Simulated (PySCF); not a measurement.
# Geometry relaxation, with input and output: Si₂NH₇

System: Si₂NH₇.
Method: PBE0-D3(BJ)/def2-SVPD geometry optimisation, gas phase (PySCF 2.14.0).

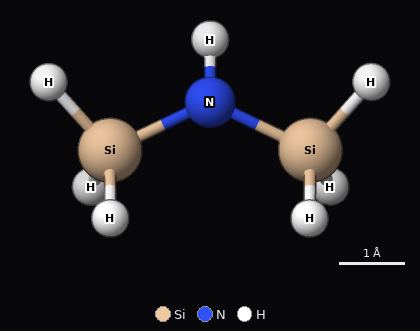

Fig. 1: The starting structure (ball-and-stick view, seen on its broad side). Bond lengths as drawn: H–N 1.01 Å, H–Si 1.46 to 1.47 Å and N–Si 1.73 Å.

## Input
```
{"job": {"xc": "PBE0", "basis": "def2-SVPD", "d3": "d3bj", "grid": 2, "kind": "geom"}, "charge": 0, "multiplicity": 1}
Si    -1.533274     0.102061    -0.308130
N      0.082517     0.608261     0.055675
Si     1.486949    -0.365549     0.336796
H     -2.362467     1.301931    -0.183989
H     -1.892761    -0.924772     0.666425
H     -1.641601    -0.447251    -1.665509
H      0.279155     1.569862    -0.169587
H      1.111199    -1.392716     1.305190
H      2.501428     0.550941     0.858885
H      1.968855    -1.002767    -0.895757
```

The first line tells a small driver script what to run in PySCF; the rest is the geometry in Å.

Run on 1 CPU thread, shared host.

Launched with:
```bash
OMP_NUM_THREADS=1 python <driver script> task.json out
```

## The program's output
```
step   0  E = -637.44102338  max force = 0.010217
step   1  E = -637.44421341  max force = 0.002458
step   2  E = -637.44433112  max force = 0.001095
step   3  E = -637.44435728  max force = 0.000612
step   4  E = -637.44438591  max force = 0.001134
step   5  E = -637.44447507  max force = 0.002398
step   6  E = -637.44454597  max force = 0.002232
step   7  E = -637.44461502  max force = 0.000890
step   8  E = -637.44464424  max force = 0.000993
step   9  E = -637.44466433  max force = 0.000873
step  10  E = -637.44468452  max force = 0.000820
step  11  E = -637.44469303  max force = 0.000355
optimisation converged
```

## Trajectory as extended XYZ (Å, eV, eV/Å), 12 frames, from step=0 to step=11
```
10
Properties=species:S:1:pos:R:3:forces:R:3 step=0 energy=-17345.65375
Si   -1.5333    0.1021   -0.3081    0.4092   0.2082   0.0620
N     0.0825    0.6083    0.0557    0.0125   0.1006  -0.0141
Si    1.4869   -0.3655    0.3368   -0.3264   0.3231  -0.0994
H    -2.3625    1.3019   -0.1840   -0.4788   0.3527   0.0096
H    -1.8928   -0.9248    0.6664   -0.2845  -0.4656   0.3461
H    -1.6416   -0.4472   -1.6655   -0.1912  -0.2408  -0.4916
H     0.2792    1.5699   -0.1696    0.0673   0.3367  -0.0584
H     1.1112   -1.3927    1.3052   -0.0223  -0.5020   0.3979
H     2.5014    0.5509    0.8589    0.5254   0.1960   0.2280
H     1.9689   -1.0028   -0.8958    0.2888  -0.3090  -0.3801
10
Properties=species:S:1:pos:R:3:forces:R:3 step=1 energy=-17345.74056
Si   -1.5473    0.1108   -0.3097   -0.1264  -0.0509  -0.0679
N     0.0907    0.6233    0.0105    0.0101   0.0462   0.0107
Si    1.4966   -0.3576    0.3419    0.1198  -0.0928  -0.0163
H    -2.4569    1.2896   -0.1787    0.0571  -0.0090   0.0206
H    -1.9403   -0.9502    0.6668    0.0644   0.0277   0.0028
H    -1.7333   -0.4591   -1.6852    0.0268   0.0217   0.0423
H     0.2866    1.5961   -0.2036   -0.0077  -0.0297   0.0050
H     1.1411   -1.4263    1.3243   -0.0491   0.0451  -0.0230
H     2.5744    0.5136    0.9018   -0.0615   0.0115  -0.0052
H     2.0464   -1.0376   -0.8774   -0.0334   0.0303   0.0311
10
Properties=species:S:1:pos:R:3:forces:R:3 step=2 energy=-17345.74376
Si   -1.5398    0.1074   -0.3109   -0.0563   0.0042  -0.0066
N     0.0940    0.6346    0.0038    0.0078   0.0156  -0.0162
Si    1.4896   -0.3591    0.3375    0.0520  -0.0125   0.0167
H    -2.4504    1.2812   -0.1674    0.0020   0.0017   0.0069
H    -1.9008   -0.9541    0.6744    0.0181  -0.0051   0.0031
H    -1.7255   -0.4638   -1.6827    0.0025   0.0044   0.0022
H     0.2894    1.6070   -0.2092   -0.0015  -0.0161  -0.0078
H     1.1025   -1.4185    1.3150   -0.0187   0.0002  -0.0053
H     2.5615    0.5083    0.9086   -0.0042   0.0031   0.0053
H     2.0375   -1.0404   -0.8784   -0.0018   0.0046   0.0016
10
Properties=species:S:1:pos:R:3:forces:R:3 step=3 energy=-17345.74447
Si   -1.5420    0.1079   -0.3122    0.0105  -0.0018   0.0315
N     0.0955    0.6314   -0.0048    0.0072   0.0053  -0.0279
Si    1.4922   -0.3596    0.3371   -0.0222   0.0042   0.0249
H    -2.4487    1.2828   -0.1570   -0.0066   0.0009   0.0021
H    -1.8884   -0.9556    0.6759   -0.0050  -0.0100  -0.0027
H    -1.7363   -0.4607   -1.6832   -0.0063   0.0044  -0.0082
H     0.2910    1.6029   -0.2192    0.0050   0.0078  -0.0179
H     1.0906   -1.4165    1.3111    0.0024  -0.0114  -0.0012
H     2.5563    0.5109    0.9173    0.0052  -0.0012   0.0045
H     2.0480   -1.0410   -0.8743    0.0098   0.0017  -0.0050
10
Properties=species:S:1:pos:R:3:forces:R:3 step=4 energy=-17345.74525
Si   -1.5420    0.1080   -0.3117    0.0482   0.0065   0.0472
N     0.0987    0.6326   -0.0183    0.0026  -0.0139  -0.0270
Si    1.4921   -0.3598    0.3374   -0.0583   0.0237   0.0246
H    -2.4480    1.2815   -0.1419   -0.0128  -0.0023   0.0000
H    -1.8713   -0.9598    0.6778   -0.0136  -0.0070  -0.0082
H    -1.7498   -0.4562   -1.6823   -0.0097   0.0048  -0.0111
H     0.2951    1.6026   -0.2382    0.0059   0.0046  -0.0220
H     1.0735   -1.4158    1.3054    0.0131  -0.0111  -0.0021
H     2.5493    0.5104    0.9304    0.0107  -0.0067   0.0051
H     2.0604   -1.0411   -0.8679    0.0139   0.0013  -0.0065
10
Properties=species:S:1:pos:R:3:forces:R:3 step=5 energy=-17345.74768
Si   -1.5431    0.1103   -0.3077    0.1216   0.0147   0.0593
N     0.1107    0.6292   -0.0745   -0.0126  -0.0542  -0.0027
Si    1.4920   -0.3593    0.3409   -0.1233   0.0521   0.0066
H    -2.4418    1.2795   -0.0794   -0.0232  -0.0081  -0.0014
H    -1.8167   -0.9750    0.6800   -0.0307   0.0025  -0.0140
H    -1.8114   -0.4318   -1.6764   -0.0126   0.0079  -0.0143
H     0.3120    1.5914   -0.3226    0.0098   0.0042  -0.0344
H     1.0197   -1.4160    1.2836    0.0334  -0.0068   0.0011
H     2.5192    0.5116    0.9840    0.0190  -0.0163   0.0084
H     2.1174   -1.0375   -0.8372    0.0187   0.0040  -0.0085
10
Properties=species:S:1:pos:R:3:forces:R:3 step=6 energy=-17345.74961
Si   -1.5442    0.1133   -0.3025    0.1148   0.0107   0.0368
N     0.1201    0.6191   -0.1239   -0.0200  -0.0491   0.0247
Si    1.4915   -0.3582    0.3458   -0.1090   0.0441  -0.0118
H    -2.4320    1.2805   -0.0236   -0.0217  -0.0094   0.0014
H    -1.7826   -0.9868    0.6776   -0.0290   0.0082  -0.0102
H    -1.8685   -0.4040   -1.6688   -0.0072   0.0089  -0.0113
H     0.3270    1.5715   -0.4036    0.0099  -0.0026  -0.0374
H     0.9865   -1.4191    1.2662    0.0323  -0.0005   0.0046
H     2.4896    0.5155    1.0304    0.0164  -0.0171   0.0106
H     2.1705   -1.0292   -0.8067    0.0135   0.0067  -0.0075
10
Properties=species:S:1:pos:R:3:forces:R:3 step=7 energy=-17345.75149
Si   -1.5462    0.1174   -0.2962    0.0442  -0.0017  -0.0024
N     0.1273    0.6012   -0.1693   -0.0166  -0.0066   0.0458
Si    1.4915   -0.3567    0.3522   -0.0363   0.0095  -0.0206
H    -2.4197    1.2842    0.0299   -0.0089  -0.0067   0.0057
H    -1.7666   -0.9960    0.6721   -0.0106   0.0073  -0.0010
H    -1.9237   -0.3694   -1.6606    0.0023   0.0066  -0.0040
H     0.3415    1.5397   -0.4892    0.0074  -0.0105  -0.0333
H     0.9707   -1.4254    1.2536    0.0123   0.0044   0.0049
H     2.4597    0.5217    1.0743    0.0041  -0.0096   0.0092
H     2.2235   -1.0143   -0.7760    0.0020   0.0074  -0.0042
10
Properties=species:S:1:pos:R:3:forces:R:3 step=8 energy=-17345.75228
Si   -1.5468    0.1202   -0.2918   -0.0129  -0.0056  -0.0213
N     0.1308    0.5908   -0.1929   -0.0092   0.0213   0.0511
Si    1.4906   -0.3553    0.3563    0.0184  -0.0110  -0.0152
H    -2.4133    1.2848    0.0615    0.0005  -0.0030   0.0056
H    -1.7598   -1.0005    0.6690    0.0035   0.0023   0.0025
H    -1.9508   -0.3471   -1.6556    0.0047   0.0031   0.0003
H     0.3505    1.5171   -0.5440    0.0047  -0.0132  -0.0280
H     0.9640   -1.4289    1.2475   -0.0031   0.0036   0.0013
H     2.4422    0.5235    1.1006   -0.0035  -0.0022   0.0048
H     2.2506   -1.0020   -0.7598   -0.0032   0.0046  -0.0013
10
Properties=species:S:1:pos:R:3:forces:R:3 step=9 energy=-17345.75283
Si   -1.5473    0.1229   -0.2877   -0.0404  -0.0063  -0.0234
N     0.1337    0.5827   -0.2122   -0.0026   0.0331   0.0449
Si    1.4898   -0.3536    0.3600    0.0420  -0.0189  -0.0057
H    -2.4078    1.2843    0.0913    0.0056   0.0004   0.0032
H    -1.7509   -1.0048    0.6663    0.0097  -0.0024   0.0025
H    -1.9733   -0.3266   -1.6508    0.0046   0.0005   0.0022
H     0.3589    1.4945   -0.5968    0.0024  -0.0118  -0.0219
H     0.9555   -1.4315    1.2410   -0.0101   0.0005  -0.0023
H     2.4259    0.5244    1.1255   -0.0063   0.0030   0.0003
H     2.2734   -0.9898   -0.7458   -0.0048   0.0018   0.0003
10
Properties=species:S:1:pos:R:3:forces:R:3 step=10 energy=-17345.75338
Si   -1.5481    0.1264   -0.2824   -0.0422  -0.0043  -0.0135
N     0.1368    0.5748   -0.2325    0.0033   0.0299   0.0262
Si    1.4892   -0.3512    0.3649    0.0395  -0.0161   0.0047
H    -2.4013    1.2831    0.1272    0.0070   0.0027  -0.0003
H    -1.7378   -1.0105    0.6631    0.0094  -0.0053   0.0002
H    -1.9976   -0.3021   -1.6445    0.0028  -0.0015   0.0022
H     0.3687    1.4646   -0.6623   -0.0002  -0.0075  -0.0119
H     0.9436   -1.4342    1.2319   -0.0100  -0.0026  -0.0049
H     2.4060    0.5257    1.1551   -0.0056   0.0057  -0.0036
H     2.2985   -0.9740   -0.7298   -0.0040  -0.0009   0.0008
10
Properties=species:S:1:pos:R:3:forces:R:3 step=11 energy=-17345.75361
Si   -1.5488    0.1280   -0.2793   -0.0183  -0.0018  -0.0036
N     0.1378    0.5733   -0.2385    0.0025   0.0138   0.0129
Si    1.4892   -0.3496    0.3676    0.0159  -0.0062   0.0043
H    -2.3996    1.2819    0.1433    0.0040   0.0022  -0.0018
H    -1.7303   -1.0138    0.6617    0.0046  -0.0035  -0.0015
H    -2.0058   -0.2915   -1.6416   -0.0005  -0.0017   0.0010
H     0.3730    1.4494   -0.6939   -0.0009  -0.0024  -0.0043
H     0.9371   -1.4354    1.2269   -0.0045  -0.0023  -0.0042
H     2.3979    0.5262    1.1684   -0.0024   0.0038  -0.0037
H     2.3074   -0.9660   -0.7239   -0.0005  -0.0020   0.0009
```

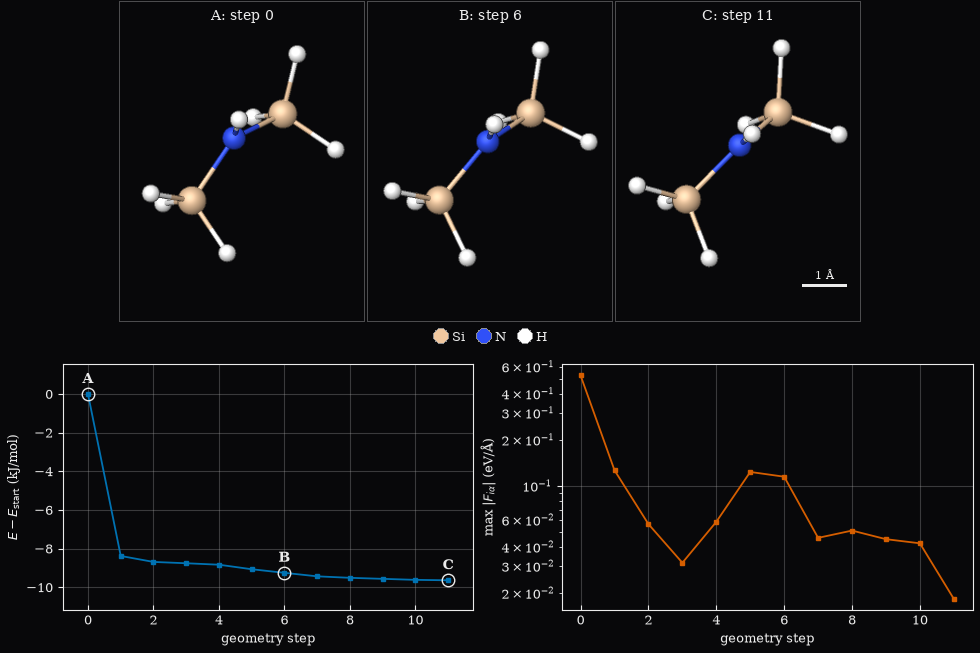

Fig. 2: Frames of the relaxation (ball-and-stick view, seen at an oblique angle) above the curves, on which the letters mark them (steps are counted from 0).

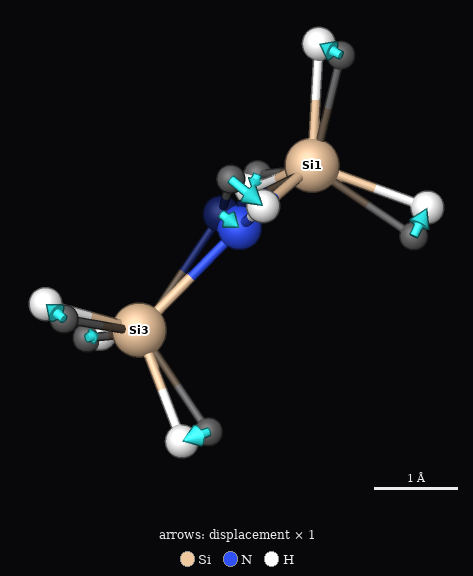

Fig. 3: Start (faint) and end (solid) with the displacements as teal arrows, at true length (ball-and-stick view, seen at an oblique angle). The two geometries are laid on each other by the best rigid fit. Over 11 geometry steps the energy falls by 9.63 kJ/mol. The largest force component goes from 0.53 to 0.018 eV/Å. The largest move after the best rigid fit is that of H7, 0.53 Å. Largest moves by element: H 0.53 Å, N 0.30 Å, Si 0.04 Å. Among the contacts that change: Si1–H4 1.464 → 1.495 Å, Si1–H6 1.468 → 1.497 Å, N2–Si3 1.732 → 1.745 Å, Si1–N2 1.732 → 1.745 Å. Among the angles that change: N2–Si1–H4 105.7° → 110.3°, H4–Si1–H6 110.1° → 107.5°, H4–Si1–H5 112.3° → 110.1°. (Atoms are counted from 1 in the order of the input.)

## Results in brief

```tsv
quantity	value
outcome	converged
total energy	−637.444693 hartree
dipole moment	0.84 D
point group	Cs
wall time	53 s
peak memory	0.56 GiB
```
